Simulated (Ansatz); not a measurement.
```xyz
10

W     0.0914   -0.1848   -0.0272
F     0.0507   -0.0738    1.8286
Cl    2.3282   -1.0666   -0.0062
H    -1.0253    1.1207    0.0855
H    -1.6196   -0.2876   -0.1446
H    -0.5097   -1.7473   -0.2602
F     0.2366    0.3747   -1.7819
O     1.7406    2.1221    1.2797
H     2.5950    1.6578    1.1496
H     1.3340    1.6125    2.0294
```

Core potentials replace the inner electrons of W; not at a stationary point (largest force 0.8 eV/Å).

Level of theory: RKS BLYP/def2-SVP in Ansatz.

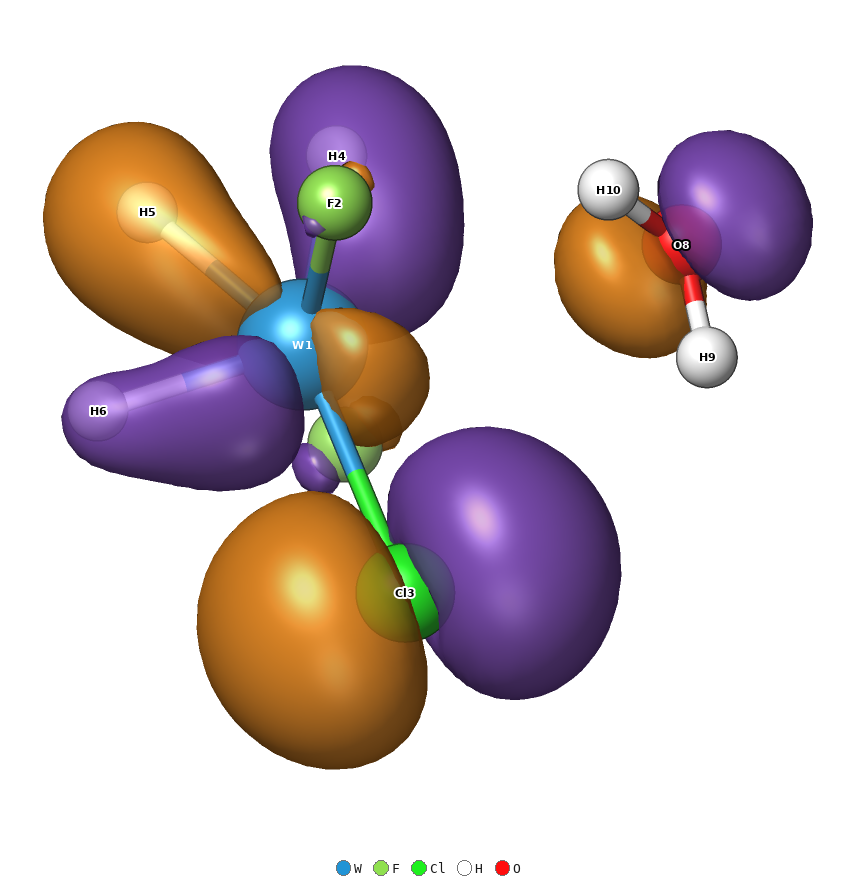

ClF2H3W···H2O. The HOMO at ±0.1 Å⁻³ᐟ² (orange and purple are the two phases), seen at an oblique angle.

> Describe this orbital and give its energy.

It lies mainly on Cl3 (about 50 %), W1 (about 20 %), O8 (about 10 %), H5 (about 5 %) and H4 (about 5 %). Its energy is −6.89 eV.
